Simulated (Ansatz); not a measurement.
Run report: Si₂H₃ClOF₂, geometry relaxation (part 2 of 3)

The same run, continued: Si₂H₃ClOF₂; RKS PBE0-D4/def2-TZVP (Ansatz 0.2.0). 

Geometry of the input (Å):
```
Si -0.8388  1.1282  0.9679
O  -0.4950  0.5700  -0.5061
Si -0.8775  -0.8215  -1.3649
F  0.4490  1.7728  1.5919
F  -1.3765  -0.0018  1.9172
Cl -2.2575  2.5558  0.8504
H  -1.4412  -1.8353  -0.4498
H  0.3600  -1.2812  -2.0260
H  -1.8860  -0.4286  -2.3778
```

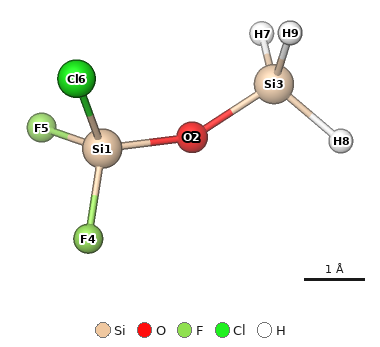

The geometry at step 13 of the log (ball-and-stick view, seen at a tilt; atoms are numbered from 1 in the order of the input).

Trajectory as extended XYZ, continued:
```
9
Properties=species:S:1:pos:R:3:forces:R:3 step=2 energy=-35801.60054
Si   -0.8449    1.1378    0.9643   -0.0063   0.2591  -0.4817
O    -0.4975    0.5628   -0.4963   -0.2483  -0.4169   0.2521
Si   -0.8828   -0.8088   -1.3723    0.1275   0.3660   0.0819
F     0.4522    1.7626    1.5902    0.0147  -0.0561   0.0719
F    -1.3719    0.0032    1.9165    0.0705  -0.0987   0.0715
Cl   -2.2625    2.5700    0.8642    0.0386  -0.0282   0.0112
H    -1.4244   -1.8403   -0.4583   -0.0232  -0.0137   0.0128
H     0.3597   -1.2917   -2.0130    0.0115   0.0071  -0.0232
H    -1.8914   -0.4371   -2.3926    0.0151  -0.0186   0.0034
9
Properties=species:S:1:pos:R:3:forces:R:3 step=3 energy=-35801.61534
Si   -0.8543    1.1452    0.9596    0.0893   0.1102   0.0065
O    -0.5113    0.5375   -0.4774   -0.1300  -0.0813   0.0617
Si   -0.8817   -0.8055   -1.3719    0.0535  -0.0734  -0.0707
F     0.4536    1.7567    1.5785   -0.0041   0.0228   0.0294
F    -1.3587    0.0124    1.9305   -0.0041  -0.0101   0.0276
Cl   -2.2630    2.5808    0.8681    0.0124  -0.0154  -0.0218
H    -1.4317   -1.8477   -0.4701    0.0035   0.0035  -0.0339
H     0.3657   -1.2809   -2.0141   -0.0138   0.0198   0.0072
H    -1.8822   -0.4401   -2.4005   -0.0067   0.0239  -0.0061
9
Properties=species:S:1:pos:R:3:forces:R:3 step=4 energy=-35801.62149
Si   -0.8490    1.1449    0.9675    0.0639   0.0383   0.0848
O    -0.4965    0.5030   -0.4487   -0.0453  -0.0155   0.0146
Si   -0.8822   -0.8106   -1.3735    0.0160  -0.0867  -0.0903
F     0.4470    1.7837    1.5831    0.0079   0.0215   0.0132
F    -1.3470    0.0264    1.9596   -0.0076   0.0242   0.0275
Cl   -2.2691    2.5630    0.8302   -0.0204   0.0143  -0.0141
H    -1.4402   -1.8662   -0.4938   -0.0001  -0.0161  -0.0334
H     0.3562   -1.2814   -2.0348   -0.0040   0.0120   0.0091
H    -1.8827   -0.4044   -2.3868   -0.0105   0.0079  -0.0115
9
Properties=species:S:1:pos:R:3:forces:R:3 step=5 energy=-35801.63153
Si   -0.8349    1.1516    0.9996   -0.0217  -0.2045   0.0360
O    -0.4643    0.4081   -0.3664   -0.0811   0.0124   0.0778
Si   -0.8863   -0.8274   -1.3856   -0.0219   0.0005   0.0223
F     0.4384    1.8598    1.5902   -0.0408  -0.0307  -0.0845
F    -1.3176    0.0902    2.0667    0.0297   0.1667  -0.0999
Cl   -2.2860    2.5303    0.7497    0.0618  -0.0660  -0.0009
H    -1.4697   -1.9449   -0.5962    0.0354   0.0758  -0.0305
H     0.3384   -1.2781   -2.0857    0.0032   0.0334   0.0289
H    -1.8815   -0.3311   -2.3695    0.0354   0.0126   0.0508
9
Properties=species:S:1:pos:R:3:forces:R:3 step=6 energy=-35801.63578
Si   -0.8307    1.1422    1.0069   -0.0430  -0.1412   0.1508
O    -0.4613    0.3654   -0.3350   -0.0066   0.0084   0.0498
Si   -0.8924   -0.8322   -1.3896   -0.0016   0.0308   0.0219
F     0.4387    1.8786    1.5728   -0.0607  -0.0595  -0.0801
F    -1.3088    0.1144    2.1099    0.0529   0.1888  -0.1402
Cl   -2.2882    2.5020    0.7049    0.0242  -0.0308   0.0221
H    -1.4774   -1.9655   -0.6269    0.0039   0.0470  -0.0495
H     0.3399   -1.2624   -2.0880   -0.0224   0.0054  -0.0191
H    -1.8833   -0.2840   -2.3522    0.0534  -0.0490   0.0444
9
Properties=species:S:1:pos:R:3:forces:R:3 step=7 energy=-35801.63848
Si   -0.8376    1.1311    1.0256    0.1316   0.3098  -0.3462
O    -0.4638    0.3169   -0.2901   -0.0417  -0.0569  -0.0010
Si   -0.8896   -0.8353   -1.3908    0.0134  -0.0087  -0.0145
F     0.4407    1.8894    1.5290    0.0649   0.0226   0.0575
F    -1.3036    0.1676    2.1641   -0.1242  -0.2740   0.3236
Cl   -2.2924    2.4836    0.6905   -0.0388   0.0006  -0.0099
H    -1.4921   -1.9899   -0.6818    0.0002  -0.0039  -0.0032
H     0.3417   -1.2470   -2.1007    0.0027   0.0007  -0.0003
H    -1.8668   -0.2580   -2.3429   -0.0081   0.0097  -0.0060
9
Properties=species:S:1:pos:R:3:forces:R:3 step=8 energy=-35801.64205
Si   -0.8310    1.1368    1.0303    0.0110   0.0396  -0.0455
O    -0.4609    0.2941   -0.2683   -0.0089  -0.0723  -0.0059
Si   -0.8871   -0.8397   -1.3894   -0.0533   0.0397  -0.0527
F     0.4479    1.9010    1.5298   -0.0306  -0.0058  -0.0075
F    -1.3025    0.1883    2.1934    0.0076  -0.0328   0.0404
Cl   -2.3005    2.4675    0.6681    0.0142   0.0120  -0.0014
H    -1.5040   -2.0047   -0.7100    0.0385   0.0023   0.0197
H     0.3380   -1.2393   -2.1173    0.0162  -0.0034   0.0394
H    -1.8635   -0.2456   -2.3339    0.0054   0.0208   0.0136
9
Properties=species:S:1:pos:R:3:forces:R:3 step=9 energy=-35801.64485
Si   -0.8337    1.1328    1.0390    0.0124  -0.0019   0.0088
O    -0.4788    0.2447   -0.2318   -0.0043   0.0139   0.0156
Si   -0.8935   -0.8431   -1.3972   -0.0025  -0.0181  -0.0163
F     0.4497    1.9141    1.4979   -0.0052   0.0013  -0.0053
F    -1.2849    0.2225    2.2414    0.0010   0.0027  -0.0017
Cl   -2.3034    2.4562    0.6531   -0.0013  -0.0010  -0.0070
H    -1.5113   -2.0277   -0.7561   -0.0046  -0.0136  -0.0007
H     0.3463   -1.2261   -2.1085    0.0040   0.0028  -0.0001
H    -1.8541   -0.2150   -2.3351    0.0006   0.0139   0.0066
9
Properties=species:S:1:pos:R:3:forces:R:3 step=10 energy=-35801.64616
Si   -0.8344    1.1280    1.0515    0.0302  -0.0267   0.0065
O    -0.4933    0.1888   -0.1862   -0.0160  -0.0040   0.0522
Si   -0.8967   -0.8513   -1.3990   -0.0031   0.0359  -0.0016
F     0.4537    1.9311    1.4615   -0.0397  -0.0258  -0.0069
F    -1.2681    0.2679    2.2985    0.0184   0.0436  -0.0661
Cl   -2.3094    2.4342    0.6244    0.0048  -0.0165   0.0065
H    -1.5280   -2.0605   -0.8160    0.0107   0.0186  -0.0106
H     0.3523   -1.2059   -2.1099   -0.0055  -0.0103   0.0062
H    -1.8396   -0.1738   -2.3220    0.0002  -0.0147   0.0138
9
Properties=species:S:1:pos:R:3:forces:R:3 step=11 energy=-35801.64667
Si   -0.8330    1.1249    1.0578    0.0191  -0.0202   0.0217
O    -0.4983    0.1557   -0.1578   -0.0126  -0.0260   0.0114
Si   -0.8962   -0.8502   -1.4020   -0.0341   0.0016   0.0593
F     0.4572    1.9385    1.4416   -0.0598  -0.0343  -0.0081
F    -1.2619    0.2971    2.3283    0.0345   0.0442  -0.0808
Cl   -2.3142    2.4166    0.6062    0.0139  -0.0107   0.0053
H    -1.5344   -2.0731   -0.8536    0.0167   0.0342  -0.0089
H     0.3569   -1.2001   -2.1085   -0.0126   0.0196  -0.0084
H    -1.8397   -0.1511   -2.3093    0.0349  -0.0084   0.0086
9
Properties=species:S:1:pos:R:3:forces:R:3 step=12 energy=-35801.64725
Si   -0.8329    1.1220    1.0610    0.0177  -0.0157   0.0106
O    -0.5014    0.1329   -0.1392   -0.0242  -0.0299  -0.0025
Si   -0.8982   -0.8521   -1.4011   -0.0098   0.0183   0.0639
F     0.4578    1.9422    1.4277   -0.0502  -0.0291  -0.0042
F    -1.2576    0.3154    2.3457    0.0323   0.0294  -0.0670
Cl   -2.3164    2.4060    0.5954    0.0113  -0.0082  -0.0012
H    -1.5388   -2.0819   -0.8711    0.0134   0.0392  -0.0176
H     0.3561   -1.1903   -2.1111   -0.0075   0.0075  -0.0014
H    -1.8322   -0.1358   -2.3045    0.0172  -0.0113   0.0194
9
Properties=species:S:1:pos:R:3:forces:R:3 step=13 energy=-35801.64796
Si   -0.8307    1.1169    1.0638   -0.0147   0.0328  -0.0436
O    -0.4965    0.1024   -0.1127   -0.0148  -0.0758  -0.0587
Si   -0.8975   -0.8529   -1.3966   -0.0109   0.0470   0.0535
F     0.4570    1.9468    1.4124   -0.0033   0.0093   0.0112
F    -1.2549    0.3401    2.3631    0.0111  -0.0350   0.0312
Cl   -2.3204    2.3836    0.5716    0.0096   0.0066  -0.0116
H    -1.5472   -2.0882   -0.8937    0.0203   0.0240  -0.0113
H     0.3523   -1.1778   -2.1199    0.0046  -0.0074   0.0141
H    -1.8256   -0.1125   -2.2852   -0.0020  -0.0016   0.0152
9
Properties=species:S:1:pos:R:3:forces:R:3 step=14 energy=-35801.64836
Si   -0.8306    1.1083    1.0703   -0.0104  -0.0406  -0.0281
O    -0.5034    0.0415   -0.0642   -0.0639  -0.0368  -0.0790
Si   -0.9008   -0.8535   -1.3963    0.0237   0.0675   0.1425
F     0.4566    1.9562    1.3769   -0.0047  -0.0020   0.0049
F    -1.2418    0.3841    2.4059    0.0245   0.0044  -0.0407
Cl   -2.3244    2.3547    0.5369    0.0153  -0.0125  -0.0098
H    -1.5567   -2.1051   -0.9431    0.0116   0.0349  -0.0296
H     0.3540   -1.1566   -2.1203    0.0026  -0.0056   0.0079
H    -1.8163   -0.0712   -2.2631    0.0013  -0.0092   0.0318
9
Properties=species:S:1:pos:R:3:forces:R:3 step=15 energy=-35801.64905
Si   -0.8300    1.1079    1.0685   -0.0042  -0.0141  -0.0328
O    -0.4976    0.0460   -0.0679   -0.0358  -0.0455  -0.0571
Si   -0.8994   -0.8520   -1.3940    0.0109   0.0546   0.0962
F     0.4545    1.9570    1.3814    0.0050   0.0067   0.0084
F    -1.2427    0.3781    2.3993    0.0084  -0.0053  -0.0071
Cl   -2.3232    2.3520    0.5304    0.0041  -0.0036  -0.0043
H    -1.5573   -2.1009   -0.9412    0.0071   0.0088  -0.0093
H     0.3531   -1.1594   -2.1201   -0.0006   0.0000  -0.0002
H    -1.8209   -0.0704   -2.2537    0.0053  -0.0016   0.0063
9
Properties=species:S:1:pos:R:3:forces:R:3 step=16 energy=-35801.64952
Si   -0.8298    1.1057    1.0684   -0.0055   0.0030   0.0012
O    -0.5045    0.0286   -0.0546    0.0049  -0.0016   0.0010
Si   -0.9003   -0.8513   -1.3900   -0.0013   0.0004   0.0001
F     0.4560    1.9564    1.3723    0.0008  -0.0028  -0.0018
F    -1.2409    0.3890    2.4066    0.0017   0.0000   0.0041
Cl   -2.3203    2.3466    0.5172   -0.0009   0.0011  -0.0028
H    -1.5552   -2.1076   -0.9563   -0.0006  -0.0023  -0.0013
H     0.3532   -1.1474   -2.1191    0.0020   0.0004  -0.0011
H    -1.8217   -0.0615   -2.2416   -0.0011   0.0019   0.0007
9
Properties=species:S:1:pos:R:3:forces:R:3 step=17 energy=-35801.64964
Si   -0.8302    1.1038    1.0697   -0.0027  -0.0077   0.0095
O    -0.5101    0.0135   -0.0424    0.0076   0.0084   0.0149
Si   -0.9008   -0.8518   -1.3885   -0.0069  -0.0036  -0.0130
F     0.4575    1.9559    1.3628   -0.0043  -0.0077  -0.0048
F    -1.2386    0.4005    2.4162    0.0022   0.0110  -0.0104
Cl   -2.3192    2.3417    0.5074    0.0005  -0.0015   0.0018
H    -1.5555   -2.1139   -0.9709    0.0039   0.0014  -0.0002
H     0.3549   -1.1379   -2.1185   -0.0015   0.0000   0.0016
H    -1.8217   -0.0535   -2.2329    0.0013  -0.0003   0.0005
9
Properties=species:S:1:pos:R:3:forces:R:3 step=18 energy=-35801.64977
Si   -0.8309    1.1000    1.0720   -0.0013  -0.0243   0.0178
O    -0.5219   -0.0160   -0.0183   -0.0012   0.0181   0.0116
Si   -0.9028   -0.8518   -1.3864    0.0058  -0.0152  -0.0041
F     0.4615    1.9525    1.3433   -0.0066  -0.0093  -0.0081
F    -1.2359    0.4255    2.4343    0.0048   0.0154  -0.0211
Cl   -2.3170    2.3328    0.4909    0.0008   0.0004   0.0011
H    -1.5517   -2.1267   -0.9987   -0.0023   0.0132  -0.0013
H     0.3572   -1.1200   -2.1162   -0.0029   0.0074  -0.0004
H    -1.8221   -0.0378   -2.2179    0.0027  -0.0057   0.0045
9
Properties=species:S:1:pos:R:3:forces:R:3 step=19 energy=-35801.64976 accepted=F
Si   -0.8313    1.0977    1.0724   -0.0006  -0.0160   0.0174
O    -0.5245   -0.0269   -0.0096   -0.0038   0.0081   0.0005
Si   -0.9016   -0.8536   -1.3849   -0.0109   0.0160  -0.0008
F     0.4627    1.9502    1.3362   -0.0018  -0.0061  -0.0057
F    -1.2362    0.4344    2.4399    0.0037   0.0097  -0.0165
Cl   -2.3155    2.3296    0.4844    0.0009  -0.0018  -0.0011
H    -1.5544   -2.1289   -1.0063    0.0158  -0.0003  -0.0033
H     0.3590   -1.1086   -2.1182   -0.0024  -0.0110   0.0085
H    -1.8218   -0.0356   -2.2111   -0.0008   0.0013   0.0010
9
Properties=species:S:1:pos:R:3:forces:R:3 step=20 energy=-35801.64983
Si   -0.8313    1.0986    1.0722   -0.0005  -0.0077   0.0131
O    -0.5233   -0.0213   -0.0140   -0.0029   0.0057  -0.0015
Si   -0.9024   -0.8522   -1.3858    0.0021  -0.0024   0.0009
F     0.4623    1.9504    1.3394   -0.0004  -0.0035  -0.0038
F    -1.2366    0.4301    2.4369    0.0013   0.0067  -0.0084
Cl   -2.3158    2.3316    0.4876   -0.0003  -0.0002  -0.0002
H    -1.5517   -2.1276   -1.0023    0.0011   0.0007  -0.0011
H     0.3580   -1.1142   -2.1168   -0.0006   0.0007   0.0002
H    -1.8229   -0.0370   -2.2143    0.0003   0.0001   0.0008
9
Properties=species:S:1:pos:R:3:forces:R:3 step=21 energy=-35801.64985
Si   -0.8316    1.0975    1.0727    0.0003  -0.0023   0.0074
O    -0.5264   -0.0277   -0.0087   -0.0039   0.0022  -0.0009
Si   -0.9026   -0.8526   -1.3849    0.0027   0.0013  -0.0032
F     0.4638    1.9480    1.3350    0.0003  -0.0014  -0.0020
F    -1.2373    0.4361    2.4404    0.0001   0.0029  -0.0027
Cl   -2.3143    2.3305    0.4833    0.0005  -0.0001   0.0002
H    -1.5499   -2.1309   -1.0084    0.0015  -0.0011   0.0001
H     0.3585   -1.1078   -2.1169    0.0002  -0.0016   0.0010
H    -1.8239   -0.0348   -2.2099   -0.0017   0.0002   0.0000
9
Properties=species:S:1:pos:R:3:forces:R:3 step=22 energy=-35801.64987
Si   -0.8321    1.0962    1.0735    0.0032  -0.0005  -0.0005
O    -0.5314   -0.0367   -0.0013   -0.0065   0.0030   0.0000
Si   -0.9028   -0.8527   -1.3843   -0.0014  -0.0027   0.0012
F     0.4663    1.9441    1.3291    0.0000  -0.0001   0.0002
F    -1.2387    0.4448    2.4456    0.0000  -0.0003   0.0000
Cl   -2.3114    2.3303    0.4777    0.0010  -0.0002   0.0005
H    -1.5461   -2.1358   -1.0173    0.0028  -0.0014   0.0006
H     0.3600   -1.0990   -2.1166   -0.0014   0.0011   0.0000
H    -1.8273   -0.0327   -2.2035    0.0022   0.0011  -0.0020
9
Properties=species:S:1:pos:R:3:forces:R:3 step=23 energy=-35801.64988
Si   -0.8327    1.0953    1.0741    0.0063  -0.0016  -0.0045
O    -0.5364   -0.0439    0.0045   -0.0120   0.0036   0.0005
Si   -0.9039   -0.8534   -1.3835    0.0077   0.0004   0.0004
F     0.4688    1.9402    1.3246   -0.0010   0.0001   0.0015
F    -1.2404    0.4519    2.4496    0.0007  -0.0017   0.0002
Cl   -2.3084    2.3315    0.4737    0.0007   0.0000  -0.0001
H    -1.5413   -2.1414   -1.0236    0.0003   0.0023  -0.0008
H     0.3602   -1.0902   -2.1169   -0.0005  -0.0011   0.0012
H    -1.8294   -0.0316   -2.1998   -0.0023  -0.0019   0.0017
9
Properties=species:S:1:pos:R:3:forces:R:3 step=24 energy=-35801.64989
Si   -0.8329    1.0951    1.0743    0.0068  -0.0031  -0.0039
O    -0.5387   -0.0461    0.0064   -0.0118   0.0040  -0.0004
Si   -0.9040   -0.8535   -1.3833    0.0055  -0.0011   0.0022
F     0.4701    1.9382    1.3237   -0.0020   0.0001   0.0014
F    -1.2417    0.4543    2.4507    0.0011  -0.0011  -0.0006
Cl   -2.3065    2.3330    0.4721    0.0009   0.0004  -0.0001
H    -1.5387   -2.1436   -1.0261    0.0009   0.0018  -0.0002
H     0.3606   -1.0866   -2.1171   -0.0007   0.0000   0.0007
H    -1.8317   -0.0325   -2.1979   -0.0007  -0.0009   0.0008
```
